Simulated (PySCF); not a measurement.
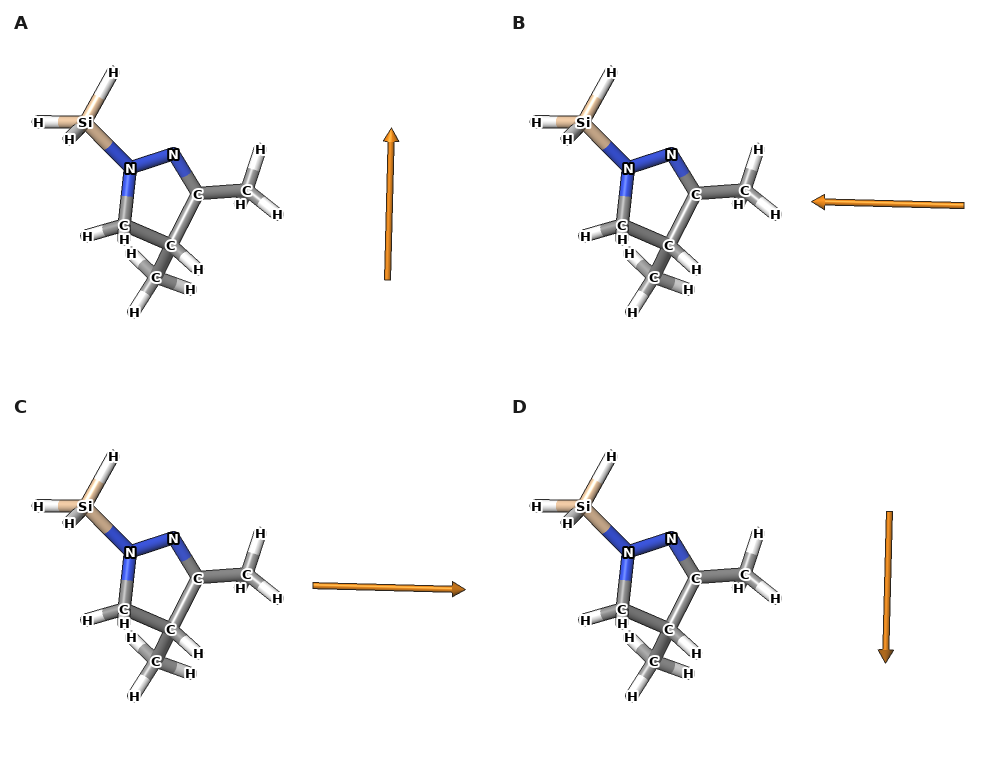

The same molecule four times, each with an arrow. The computed structure is the end point of a GFN2-xTB optimisation. No frequency run is at hand to confirm it as a minimum. Properties computed with PBE0/pcSseg-1, gas phase (PySCF 2.14.0).

### Which arrow points along the dipole moment, from the negative to the positive end?

D. The dipole moment is 2.19 D.

The geometry is semi-empirical. Around Si such bond lengths and angles can be off by a tenth of an ångström or more and by several degrees, and values that hang on the shape move with them.
